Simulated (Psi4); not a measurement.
Reaction (SMILES): P (PH3) + H+ → [PH4+]
B3LYP-D3(BJ)/def2-TZVP geometries, fixed; electronic energies without zero-point terms; positive where energy is released.
Largest species:
```xyz
5

P      0.0000     0.0000     0.0000
H      0.0115     1.3163    -0.4706
H      1.1354    -0.6707    -0.4639
H     -1.1473    -0.6505    -0.4634
H      0.0003     0.0049     1.3979
```
Charge +1, spin multiplicity 1.

Basis-set convergence of the proton affinity at PBE0 with Psi4. All functions are spherical. Density fitting with the program's default auxiliary sets. Psi4's default fitting sets serve the pcseg sets less well. No added dispersion term, no relativity. Functions are those of the species that has most. Reference: the value in aug-cc-pV(Q+d)Z, 193.12 kcal/mol, itself unsure by roughly 0.02 kcal/mol (its mean distance from def2-QZVPPD, def2-QZVPP, cc-pV(Q+d)Z). Deviations are taken from unrounded values.

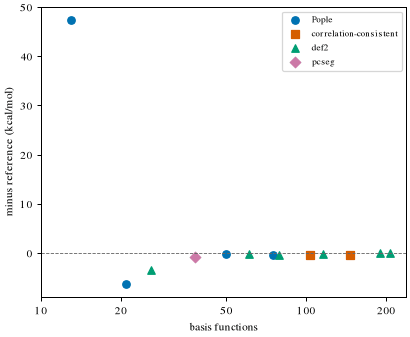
Fig. 1. Deviation from the reference against the number of basis functions, by family of sets.

| basis | functions | proton affinity (kcal/mol) | minus reference (kcal/mol) |
|---|---|---|---|
| STO-3G | 13 | 240.47 | 47.35 |
| 3-21G | 21 | 186.85 | -6.26 |
| def2-SV(P) | 26 | 189.68 | -3.44 |
| pcseg-1 | 38 | 192.28 | -0.84 |
| 6-311G** | 50 | 192.90 | -0.22 |
| def2-TZVP | 61 | 192.87 | -0.25 |
| 6-311++G(2d,2p) | 75 | 192.70 | -0.42 |
| def2-TZVPD | 79 | 192.80 | -0.32 |
| jun-cc-pV(T+d)Z | 104 | 192.79 | -0.33 |
| def2-TZVPPD | 116 | 192.88 | -0.24 |
| aug-cc-pV(T+d)Z | 147 | 192.80 | -0.32 |
| def2-QZVPP | 190 | 193.11 | -0.01 |
| def2-QZVPPD | 208 | 193.08 | -0.04 |
